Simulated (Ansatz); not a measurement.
GeH₆OP (charge +1)

```xyz
9

Ge    1.1759   -1.6107   -1.2769
O    -0.6848   -1.3513   -1.0716
P    -1.8358   -1.4342   -0.0459
H    -3.0510   -1.0752   -0.6613
H    -1.6737   -0.5722    1.0632
H    -2.0234   -2.7265    0.4969
H     1.3341   -1.2595   -2.7445
H     1.3479   -3.0793   -0.9061
H     1.7604   -0.6230   -0.2736
```

Geometry: r2SCAN-D4/def2-SVP.

Level of theory: isolated molecule in a Gaussian basis; Kohn-Sham density functional theory, functional PBE0 in Ansatz 0.2.0.

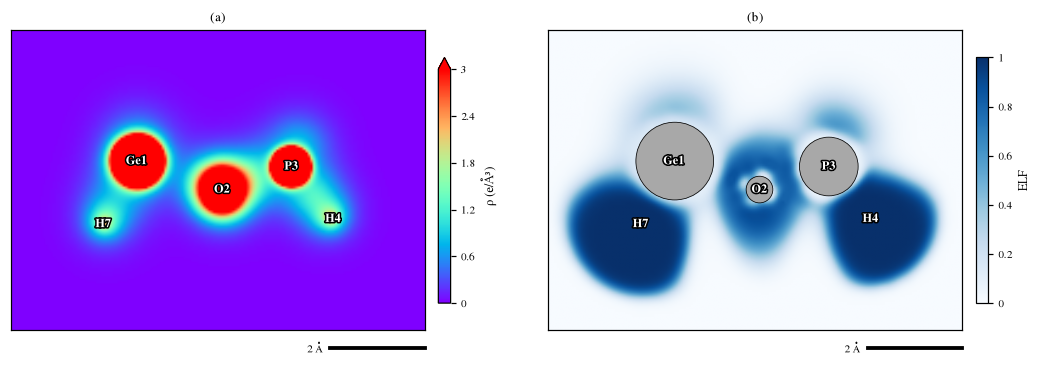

Figure 1. (a) total electron density; (b) electron localisation function on the plane of atoms O2, P3 and H4. Grey discs cover the atomic cores in the ELF map.

### Read the bonding off the picture.

Atoms in the plane: Ge, O, P and H. P–O (1.54 Å): ρ at the midpoint is about 1.6 e/Å³; the ELF peaks at about 0.80 between the atoms (a short, strongly polar bond). Ge–O (1.89 Å): ρ at the midpoint is about 0.69 e/Å³; the ELF peaks at about 0.85 in the valence shell of O, 0.7 Å from its nucleus, and is about 0.25 at the midpoint. P–H (1.41 Å): the density is about 1.3 e/Å³ at the midpoint; the ELF climbs to about 1 towards the hydrogen, as it does in any bond to H: an ordinary covalent bond to hydrogen. Ge–H (1.52 Å): ρ at the midpoint is about 1.2 e/Å³; the ELF climbs to about 1 towards the hydrogen. The ELF also peaks beside O2, away from the bonds: lone-pair regions.

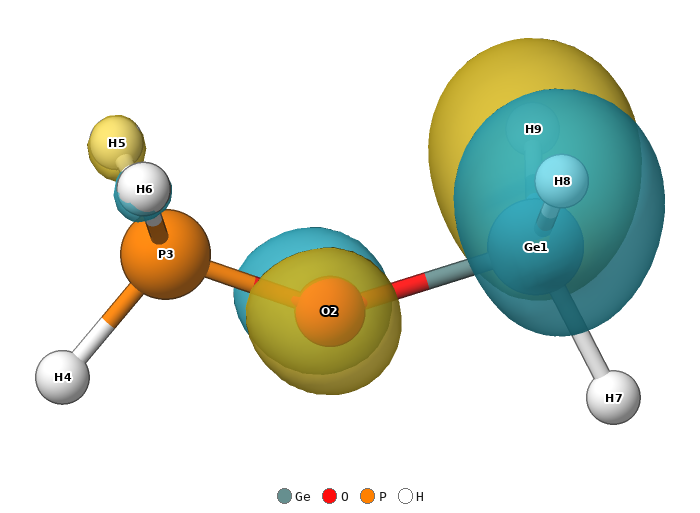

Figure 2. The HOMO at ±0.15 Å⁻³ᐟ² (yellow and cyan are the two phases), seen across its widest extent.

### Describe this orbital and give its energy.

It lies mainly on Ge1 (about 30 %), H8 (about 20 %), H9 (about 20 %) and O2 (about 20 %). Its energy is −14.21 eV.
